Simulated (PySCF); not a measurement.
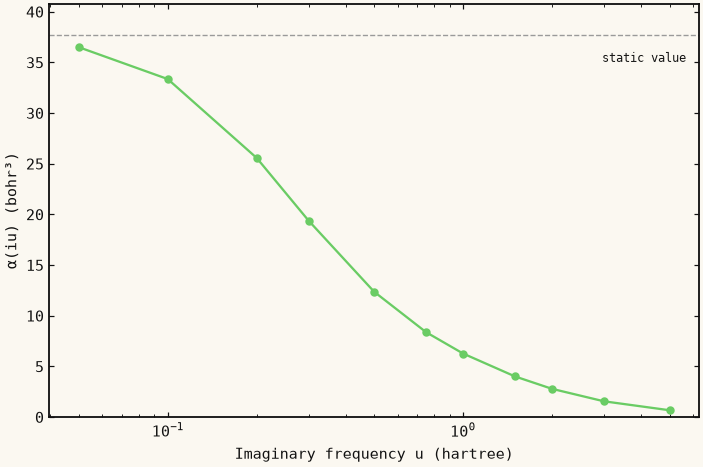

Dipole polarisability at imaginary frequency of an atom or ion with 79 electrons in the configuration [Xe] 4f¹⁴ 5d⁹ 6s². Coupled response at the PBE level; PySCF, aug-cc-pwCVDZ-PP with a 60-electron core potential, unrestricted single determinants, no spin-orbit coupling.

Q: Which species is it, and what does the curve give?

A: The Au atom. The static dipole polarisability is 37.7 bohr³; α(iu) falls to half of it near u = 0.31 hartree. The Casimir–Polder integral gives C₆ = 364 hartree bohr⁶ for two such species.
